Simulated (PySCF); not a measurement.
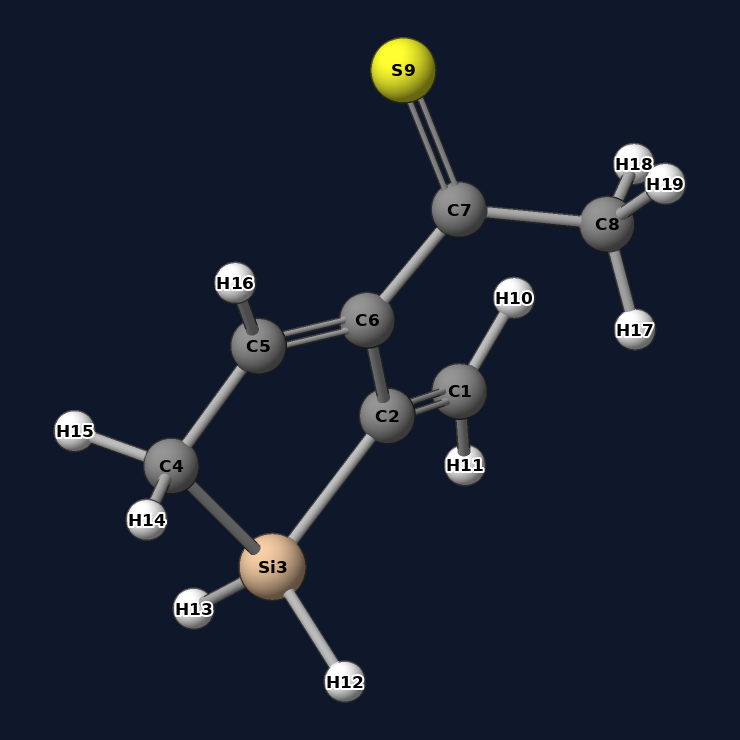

The questions are on isotropic NMR shieldings of the C atoms. The geometry was computed by an optimisation with GFN2-xTB. No frequency run is at hand to confirm it as a minimum. Properties computed with GIAO PBE0/pcSseg-1 NMR shielding, non-relativistic, gas phase (PySCF 2.14.0).

Question: Which C atom is the most shielded (lowest chemical shift)?

Answer: C4 (169.3 ppm).

Question: Which C atom is the least shielded (highest chemical shift)?

Answer: C7 (−73.4 ppm).

Question: How wide is the range of C shifts?

Answer: 242.7 ppm.

Give the isotropic NMR shieldings of the C atoms atom by atom.

```json
{"atom": "C1", "σ (ppm)": "53.1"}
{"atom": "C2", "σ (ppm)": "37.1"}
{"atom": "C4", "σ (ppm)": "169.3"}
{"atom": "C5", "σ (ppm)": "22.2"}
{"atom": "C6", "σ (ppm)": "24.5"}
{"atom": "C7", "σ (ppm)": "−73.4"}
{"atom": "C8", "σ (ppm)": "146.7"}
```

The geometry is semi-empirical. Around Si such bond lengths and angles can be off by a tenth of an ångström or more and by several degrees, and values that hang on the shape move with them.
